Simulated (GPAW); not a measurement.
**Calculation of the molecule and its ions, with input and output: Si₂H₅F (part 1 of 2)**

- system: Si₂H₅F
- method: BP86/dzp, scalar-relativistic datasets (GPAW 26.7.0)

The geometry comes from this level: PBE0-D4/def2-TZVP.

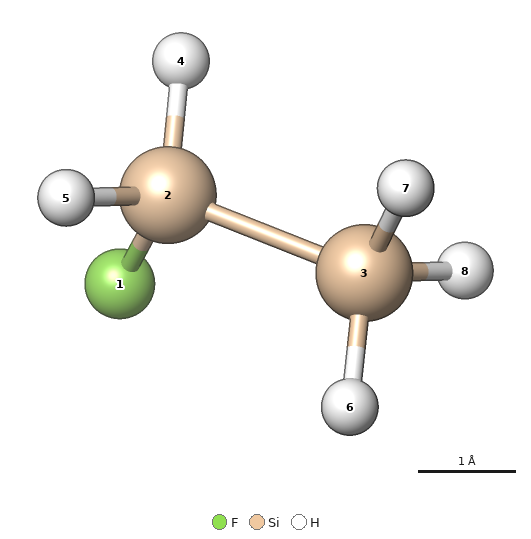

Fig. 1: The input geometry (ball-and-stick view, seen at a tilt; atoms are numbered from 1 in the order of the input).

## Input (ipea.py)
```python
from ase import Atoms
from gpaw import GPAW, setup_paths
from gpaw.atom.configurations import parameters
from gpaw.atom.generator import Generator

# Structure
system = Atoms('FSiSiHHHHH',
    positions=[[ -2.015200,   0.986100,  -0.226800],
               [ -0.575400,   0.581100,  -0.813600],
               [  0.633500,  -0.611200,   0.800400],
               [ -0.798700,  -0.237500,  -2.033900],
               [  0.125700,   1.834700,  -1.195700],
               [  0.849500,   0.218200,   2.015100],
               [  1.955700,  -0.971100,   0.218900],
               [ -0.082900,  -1.857400,   1.179800]])
system.center(vacuum=5.0)

# No datasets are shipped for this functional: make them
for symbol in ['F', 'H', 'Si']:
    Generator(symbol, xcname='GGA_X_B88+GGA_C_P86', scalarrel=True, nofiles=True, txt=None).run(**parameters[symbol])
setup_paths.insert(0, '.')

energies = {}
for name, charge, unpaired in [('neutral', 0, 0), ('oxidised', 1, 1)]:
    system.set_initial_magnetic_moments([unpaired / len(system)] * len(system))
    calculator = GPAW(mode='lcao',
                      basis='dzp',
                      symmetry='off',
                      h=0.22,
                      charge=charge,
                      occupations={'name': 'fermi-dirac', 'width': 0.0, 'fixmagmom': unpaired > 0},
                      xc='GGA_X_B88+GGA_C_P86',
                      maxiter=100,
                      txt='-')
    system.calc = calculator
    energies[name] = system.get_potential_energy()
    print(f'{name:10} {energies[name]:12.5f} eV')

ip = energies['oxidised'] - energies['neutral']
print(f'Vertical IP             {ip:.3f} eV')
```

Hardware: 1 thread of Arm Neoverse V1, 24 GiB of memory available, shared host.

Command:
```bash
OMP_NUM_THREADS=1 python ipea.py
```

## The program's output
```
__  _  _
 | _ |_)|_||  |
 |__||  | ||/\| - 26.7.0

units:  Angstrom and eV
cores:  1
OpenMP: False

Versions:
  Python: 3.12.14
  ASE:    3.29.0
  Numpy:  2.5.5
  Scipy:  1.18.1
  Libxc:  7.0.0

        _gpaw.cpython-312-aarch64-linux-gnu.so

Input parameters:
  mode=LCAO(),
  basis={'default': 'dzp'},
  charge=0.0,
  h=0.22,
  maxiter=100,
  occupations=Occupations(name='fermi-dirac', width=0.0, fixmagmom=False),
  symmetry=Symmetry(point_group=False, time_reversal=False),
  xc=XC(name='GGA_X_B88+GGA_C_P86')
         .---------------------------------.
        /|                                 |
       / |                                 |
      /  |                                 |
     /   |                                 |
    /    |                                 |
   /     |                                 |
  /      |                                 |
 *       |                                 |
 |       |                                 |
 |       |              H                  |
 |       |                                 |
 |       |        F  H Si                  |
 |       |           SiH  H                |
 |       |                                 |
 |       |          H                      |
 |       |                                 |
 |       .---------------------------------.
 |      /                                 /
 |     /                                 /
 |    /                                 /
 |   /                                 /
 |  /                                 /
 | /                                 /
 |/                                 /
 *---------------------------------*

Atoms  # Å, Bohr magnetons
|   | symbol |        x |        y |        z |    initial magnetic moments |
|---|--------|----------|----------|----------|-----------------------------|
| 0 |      F | 5.000000 | 7.843500 | 6.807100 | ( 0.0000,  0.0000,  0.0000) |
| 1 |     Si | 6.439800 | 7.438500 | 6.220300 | ( 0.0000,  0.0000,  0.0000) |
| 2 |     Si | 7.648700 | 6.246200 | 7.834300 | ( 0.0000,  0.0000,  0.0000) |
| 3 |      H | 6.216500 | 6.619900 | 5.000000 | ( 0.0000,  0.0000,  0.0000) |
| 4 |      H | 7.140900 | 8.692100 | 5.838200 | ( 0.0000,  0.0000,  0.0000) |
| 5 |      H | 7.864700 | 7.075600 | 9.049000 | ( 0.0000,  0.0000,  0.0000) |
| 6 |      H | 8.970900 | 5.886300 | 7.252800 | ( 0.0000,  0.0000,  0.0000) |
| 7 |      H | 6.932300 | 5.000000 | 8.213700 | ( 0.0000,  0.0000,  0.0000) |

Unit cell  # Å
| periodic |         x |         y |         z |   lengths |    angles |
|----------|-----------|-----------|-----------|-----------|-----------|
|       no | 13.970900 |  0.000000 |  0.000000 | 13.970900 | 90.000000 |
|       no |  0.000000 | 13.692100 |  0.000000 | 13.692100 | 90.000000 |
|       no |  0.000000 |  0.000000 | 14.049000 | 14.049000 | 90.000000 |

Number of symmetries: 1
Symmetry operations  # r_c * U_cc + t_c -> r_c
|   | kind |            matrix            |
|---|------|------------------------------|
| 0 |  E   |  1, 0, 0,  0, 1, 0,  0, 0, 1 |

BZ-sampling:
  Number of BZ points: 1
  Number of IBZ points: 1

  Monkhorst-Pack size: [1, 1, 1]
  Monkhorst-Pack shift: [0, 0, 0]

K-points  # in reciprocal-cell coordinates
|   |                                coordinates |     weight |
|---|--------------------------------------------|------------|
| 0 | (  0.00000000,   0.00000000,   0.00000000) | 1.00000000 |

basis functions: 64
Spin-components: 1 (collinear spins)
Bands:           16
Projectors:      30
Spin-degeneracy: 2
Datatype:        <class 'float'>

  Storage: CPU
  Wave functions: 8_192 bytes (8_192 per core)

Parallelization:
  kpt:    1
  domain: 1
  band:   1

Density:
  Valence electrons: 20.0
  Components: 1
  Grid points: [64 64 64]
  Charge: 0.0  # |e|

Potential:
  Grid points: [64 64 64]

species:
  F:
    name:    Fluorine
    Z:       9.0
    valence: 7
    core:    2
    charge:  0.0  # [|e|]
    file:    F.GGA_X_B88+GGA_C_P86
    compensation charges:
      type: gauss
      rc: 0.20  # [Å]
      lmax: 2
    cutoffs:
      filter: 1.14  # [Å]
      core: 0.74  # [Å]
    projectors
    | kind |    occ | energy [eV] | rcut [Å] |
    |------|--------|-------------|----------|
    |   2s |  2.000 |     -29.987 |    0.635 |
    |   2p |  5.000 |     -11.203 |    0.635 |
    |    s |        |      -2.776 |    0.635 |
    |    p |        |      16.008 |    0.635 |
    |    d |        |       0.000 |    0.635 |

    LCAO basis set for F:
      Name: dzp
      File: F.dzp.basis.gz
      Number of radial functions: 5
      Number of spherical harmonics: 13
        l=0, rc=3.8594 Bohr: 2s-sz confined orbital
        l=1, rc=4.8750 Bohr: 2p-sz confined orbital
        l=0, rc=2.0156 Bohr: 2s-dz split-valence wave
        l=1, rc=2.6094 Bohr: 2p-dz split-valence wave
        l=2, rc=4.8750 Bohr: d-type Gaussian polarization
      Number of RI-basis functions 0

  Si:
    name:    Silicon
    Z:       14.0
    valence: 4
    core:    10
    charge:  0.0  # [|e|]
    file:    Si.GGA_X_B88+GGA_C_P86
    compensation charges:
      type: gauss
      rc: 0.33  # [Å]
      lmax: 2
    cutoffs:
      filter: 1.86  # [Å]
      core: 2.06  # [Å]
    projectors
    | kind |    occ | energy [eV] | rcut [Å] |
    |------|--------|-------------|----------|
    |   3s |  2.000 |     -10.919 |    1.058 |
    |   3p |  2.000 |      -4.181 |    1.058 |
    |    s |        |      16.293 |    1.058 |
    |    p |        |      23.031 |    1.058 |
    |    d |        |       0.000 |    1.058 |

    LCAO basis set for Si:
      Name: dzp
      File: Si.dzp.basis.gz
      Number of radial functions: 5
      Number of spherical harmonics: 13
        l=0, rc=6.8594 Bohr: 3s-sz confined orbital
        l=1, rc=9.0625 Bohr: 3p-sz confined orbital
        l=0, rc=3.8906 Bohr: 3s-dz split-valence wave
        l=1, rc=5.2344 Bohr: 3p-dz split-valence wave
        l=2, rc=9.0625 Bohr: d-type Gaussian polarization
      Number of RI-basis functions 0

  H:
    name:    Hydrogen
    Z:       1.0
    valence: 1
    core:    0
    charge:  0.0  # [|e|]
    file:    H.GGA_X_B88+GGA_C_P86
    compensation charges:
      type: gauss
      rc: 0.15  # [Å]
      lmax: 2
    cutoffs:
      filter: 0.85  # [Å]
      core: 0.53  # [Å]
    projectors
    | kind |    occ | energy [eV] | rcut [Å] |
    |------|--------|-------------|----------|
    |   1s |  1.000 |      -6.636 |    0.476 |
    |    s |        |      20.576 |    0.476 |
    |    p |        |       0.000 |    0.476 |

    LCAO basis set for H:
      Name: dzp
      File: H.dzp.basis.gz
      Number of radial functions: 3
      Number of spherical harmonics: 5
        l=0, rc=6.4219 Bohr: 1s-sz confined orbital
        l=0, rc=3.6094 Bohr: 1s-dz split-valence wave
        l=1, rc=6.4219 Bohr: p-type Gaussian polarization
      Number of RI-basis functions 0

Reference energy: -18562.259533  # eV

eigensolver:
  <gpaw.new.lcao.eigensolver.LCAOEigensolver object at 0xed4d1008e690>
density mixing:
  MSR1-Mixer
  Pratt-step length: 0.05
  Maximum mixing coefficient: 0.75
  Old densities: 10
  SVD Regularization: 0.005
  Good broyden scale: 1.0
  Trust region scale: 1.0
  Backstep threshold: 4.0
  History deletion threshold: 6.0
  Fourier metric: weight=20.0, sigma=0.015

occupation numbers:
  # Zero width

FastPoissonSolver using
    Stencil: 6*3+1=19 point O(h^6) finite-difference Laplacian
    FFT axes: []
    FST axes: [np.int64(0), np.int64(1), np.int64(2)]

xc functional:
  name: GGA_X_B88+GGA_C_P86 with 2 nearest neighbor stencil
interpolation: tri-quintic # 5. degree polynomial

         .---------------------------------.
        /|                                 |
       / |                                 |
      /  |                                 |
     /   |                                 |
    /    |                                 |
   /     |                                 |
  /      |                                 |
 *       |                                 |
 |       |                                 |
 |       |              H                  |
 |       |                                 |
 |       |        F  H Si                  |
 |       |           SiH  H                |
 |       |                                 |
 |       |          H                      |
 |       |                                 |
 |       .---------------------------------.
 |      /                                 /
 |     /                                 /
 |    /                                 /
 |   /                                 /
 |  /                                 /
 | /                                 /
 |/                                 /
 *---------------------------------*

Atoms  # Å, Bohr magnetons
|   | symbol |        x |        y |        z |    initial magnetic moments |
|---|--------|----------|----------|----------|-----------------------------|
| 0 |      F | 5.000000 | 7.843500 | 6.807100 | ( 0.0000,  0.0000,  0.0000) |
| 1 |     Si | 6.439800 | 7.438500 | 6.220300 | ( 0.0000,  0.0000,  0.0000) |
| 2 |     Si | 7.648700 | 6.246200 | 7.834300 | ( 0.0000,  0.0000,  0.0000) |
| 3 |      H | 6.216500 | 6.619900 | 5.000000 | ( 0.0000,  0.0000,  0.0000) |
| 4 |      H | 7.140900 | 8.692100 | 5.838200 | ( 0.0000,  0.0000,  0.0000) |
| 5 |      H | 7.864700 | 7.075600 | 9.049000 | ( 0.0000,  0.0000,  0.0000) |
| 6 |      H | 8.970900 | 5.886300 | 7.252800 | ( 0.0000,  0.0000,  0.0000) |
| 7 |      H | 6.932300 | 5.000000 | 8.213700 | ( 0.0000,  0.0000,  0.0000) |

Unit cell  # Å
| periodic |         x |         y |         z |   lengths |    angles |
|----------|-----------|-----------|-----------|-----------|-----------|
|       no | 13.970900 |  0.000000 |  0.000000 | 13.970900 | 90.000000 |
|       no |  0.000000 | 13.692100 |  0.000000 | 13.692100 | 90.000000 |
|       no |  0.000000 |  0.000000 | 14.049000 | 14.049000 | 90.000000 |

Number of symmetries: 1
Symmetry operations  # r_c * U_cc + t_c -> r_c
|   | kind |            matrix            |
|---|------|------------------------------|
| 0 |  E   |  1, 0, 0,  0, 1, 0,  0, 0, 1 |

BZ-sampling:
  Number of BZ points: 1
  Number of IBZ points: 1

  Monkhorst-Pack size: [1, 1, 1]
  Monkhorst-Pack shift: [0, 0, 0]

K-points  # in reciprocal-cell coordinates
|   |                                coordinates |     weight |
|---|--------------------------------------------|------------|
| 0 | (  0.00000000,   0.00000000,   0.00000000) | 1.00000000 |

basis functions: 64
Spin-components: 1 (collinear spins)
Bands:           16
Projectors:      30
Spin-degeneracy: 2
Datatype:        <class 'float'>

  Storage: CPU
  Wave functions: 8_192 bytes (8_192 per core)

Parallelization:
  kpt:    1
  domain: 1
  band:   1

Density:
  Valence electrons: 20.0
  Components: 1
  Grid points: [64 64 64]
  Charge: 0.0  # |e|

Potential:
  Grid points: [64 64 64]

species:
  F:
    name:    Fluorine
    Z:       9.0
    valence: 7
    core:    2
    charge:  0.0  # [|e|]
    file:    F.GGA_X_B88+GGA_C_P86
    compensation charges:
      type: gauss
      rc: 0.20  # [Å]
      lmax: 2
    cutoffs:
      filter: 1.14  # [Å]
      core: 0.74  # [Å]
    projectors
    | kind |    occ | energy [eV] | rcut [Å] |
    |------|--------|-------------|----------|
    |   2s |  2.000 |     -29.987 |    0.635 |
    |   2p |  5.000 |     -11.203 |    0.635 |
    |    s |        |      -2.776 |    0.635 |
    |    p |        |      16.008 |    0.635 |
    |    d |        |       0.000 |    0.635 |

    LCAO basis set for F:
      Name: dzp
      File: F.dzp.basis.gz
      Number of radial functions: 5
      Number of spherical harmonics: 13
        l=0, rc=3.8594 Bohr: 2s-sz confined orbital
        l=1, rc=4.8750 Bohr: 2p-sz confined orbital
        l=0, rc=2.0156 Bohr: 2s-dz split-valence wave
        l=1, rc=2.6094 Bohr: 2p-dz split-valence wave
        l=2, rc=4.8750 Bohr: d-type Gaussian polarization
      Number of RI-basis functions 0

  Si:
    name:    Silicon
    Z:       14.0
    valence: 4
    core:    10
    charge:  0.0  # [|e|]
    file:    Si.GGA_X_B88+GGA_C_P86
    compensation charges:
      type: gauss
      rc: 0.33  # [Å]
      lmax: 2
    cutoffs:
      filter: 1.86  # [Å]
      core: 2.06  # [Å]
    projectors
    | kind |    occ | energy [eV] | rcut [Å] |
    |------|--------|-------------|----------|
    |   3s |  2.000 |     -10.919 |    1.058 |
    |   3p |  2.000 |      -4.181 |    1.058 |
    |    s |        |      16.293 |    1.058 |
    |    p |        |      23.031 |    1.058 |
    |    d |        |       0.000 |    1.058 |

    LCAO basis set for Si:
      Name: dzp
      File: Si.dzp.basis.gz
      Number of radial functions: 5
      Number of spherical harmonics: 13
        l=0, rc=6.8594 Bohr: 3s-sz confined orbital
        l=1, rc=9.0625 Bohr: 3p-sz confined orbital
        l=0, rc=3.8906 Bohr: 3s-dz split-valence wave
        l=1, rc=5.2344 Bohr: 3p-dz split-valence wave
        l=2, rc=9.0625 Bohr: d-type Gaussian polarization
      Number of RI-basis functions 0

  H:
    name:    Hydrogen
    Z:       1.0
    valence: 1
    core:    0
    charge:  0.0  # [|e|]
    file:    H.GGA_X_B88+GGA_C_P86
    compensation charges:
      type: gauss
      rc: 0.15  # [Å]
      lmax: 2
    cutoffs:
      filter: 0.85  # [Å]
      core: 0.53  # [Å]
    projectors
    | kind |    occ | energy [eV] | rcut [Å] |
    |------|--------|-------------|----------|
    |   1s |  1.000 |      -6.636 |    0.476 |
    |    s |        |      20.576 |    0.476 |
    |    p |        |       0.000 |    0.476 |

    LCAO basis set for H:
      Name: dzp
      File: H.dzp.basis.gz
      Number of radial functions: 3
      Number of spherical harmonics: 5
        l=0, rc=6.4219 Bohr: 1s-sz confined orbital
        l=0, rc=3.6094 Bohr: 1s-dz split-valence wave
        l=1, rc=6.4219 Bohr: p-type Gaussian polarization
      Number of RI-basis functions 0

Reference energy: -18562.259533  # eV

eigensolver:
  <gpaw.new.lcao.eigensolver.LCAOEigensolver object at 0xed4d0ff5d460>
density mixing:
  MSR1-Mixer
  Pratt-step length: 0.05
  Maximum mixing coefficient: 0.75
  Old densities: 10
  SVD Regularization: 0.005
  Good broyden scale: 1.0
  Trust region scale: 1.0
  Backstep threshold: 4.0
  History deletion threshold: 6.0
  Fourier metric: weight=20.0, sigma=0.015

occupation numbers:
  # Zero width

FastPoissonSolver using
    Stencil: 6*3+1=19 point O(h^6) finite-difference Laplacian
    FFT axes: []
    FST axes: [np.int64(0), np.int64(1), np.int64(2)]

xc functional:
  name: GGA_X_B88+GGA_C_P86 with 2 nearest neighbor stencil
interpolation: tri-quintic # 5. degree polynomial

Initialization done in: 4.683 s

convergence criteria:
- Maximum [total energy] change in last 3 cyles: 0.0005 eV / valence electron
- Maximum integral of absolute [dens]ity change: 0.0001 electrons / valence electron
- Maximum integral of absolute [eigenst]ate change: 4e-08 eV^2 / valence electron
maximum number of iterations: 100

SCF iterations
|iter     |     time |      energy | eigst |  dens |
|---------|----------|-------------|-------|-------|
|iter:   1| 00:00:05 |  -31.984943 |      c|       |
|iter:   2| 00:00:05 |  -31.791487 |      c| -0.71 |
|iter:   3| 00:00:06 |  -30.758649 |      c| -0.74 |
|iter:   4| 00:00:07 |  -30.733385 |      c| -1.33 |
|iter:   5| 00:00:08 |  -30.729869 |      c| -2.00 |
|iter:   6| 00:00:09 |  -30.729992c|      c| -2.42 |
|iter:   7| 00:00:09 |  -30.730009c|      c| -2.97 |
|iter:   8| 00:00:10 |  -30.730009c|      c| -3.96 |
|iter:   9| 00:00:11 |  -30.730009c|      c| -4.59c|

Converged in 9 steps
SCF loop duration: 6.628 s (0.736 s/step)
Energy contributions relative to reference atoms: (reference = -18562.259533)
```
